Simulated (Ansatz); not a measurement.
System: SbW2.

The calculation's input:

```
crystal:
  lattice:
    - [0.0, 3.13301, 3.13301]
    - [3.13301, 0.0, 3.13301]
    - [3.13301, 3.13301, 0.0]
  atoms:
    - { symbol: Sb, position: [0.5, 0.5, 0.5] }
    - { symbol: W, position: [0.25, 0.25, 0.25] }
    - { symbol: W, position: [0.75, 0.75, 0.75] }
hamiltonian:
  xc: r2scan
  pseudopotentials: { kind: paw_fr }
magnetization:
  noncollinear: true
  spin_orbit: true
kpoints:
  mp_grid: { grid: [5, 5, 5] }
  band_path:
    path:
      - [[0.0, 0.0, 0.0], [0.5, 0.0, 0.5], [0.5, 0.25, 0.75], [0.375, 0.375, 0.75], [0.0, 0.0, 0.0], [0.5, 0.5, 0.5], [0.625, 0.25, 0.625], [0.5, 0.25, 0.75], [0.5, 0.5, 0.5], [0.375, 0.375, 0.75]]
      - [[0.625, 0.25, 0.625], [0.5, 0.0, 0.5]]
    npoints: 14
scf:
  occupations: { method: fermi_dirac, width: 0.05 }
  n_extra_bands: 7
output:
  forces: true
  stress: true
  eigenvalues: true
  fatbands: true
  write_density: true
  write_potential: true
  elf: true
  volumetric_format: npy
```

Launched as:

```sh
ansatz run input.yaml --threads 2 --pin off --max-ram 5632MiB --backend cpu --events-out ev --progress --plain --runs-dir out
```

Below, planes, directions and counts refer to the conventional cell (a = 6.27 Å, b = 6.27 Å, c = 6.27 Å, α = 90.00°, β = 90.00°, γ = 90.00°).

Space group Fm-3m; a generated structure, not necessarily the stable one; computed pressure about −3 GPa in this cell.

These are results of Kohn-Sham DFT of a periodic cell, r2SCAN, spin-orbit coupling, Ansatz PAW in Ansatz 0.2.0, not measurements.

What can the converged valence pseudo-density and electron localisation function tell about the bonding?

Sb–W (2.71 Å): ρ at the midpoint is about 0.41 e/Å³; the ELF is about 0.40 at the midpoint.

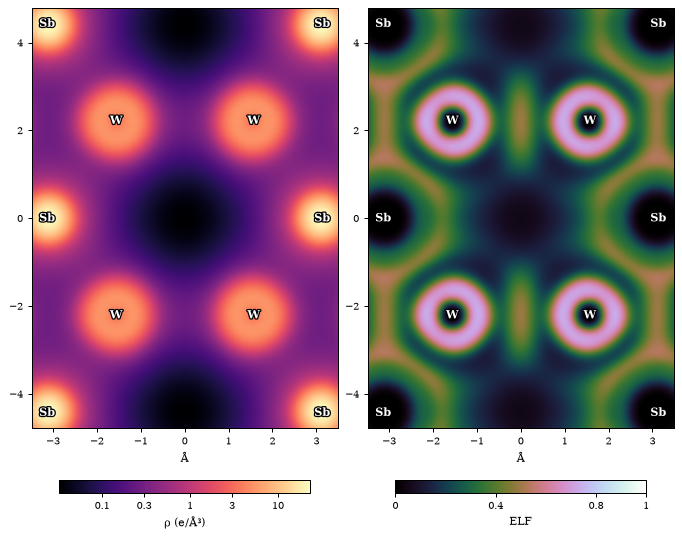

Computed valence pseudo-density and electron localisation function on the (011) plane of the conventional cell, in this order. 

The density is the valence pseudo-density of a PAW calculation; it isn't the true density close to the nuclei.
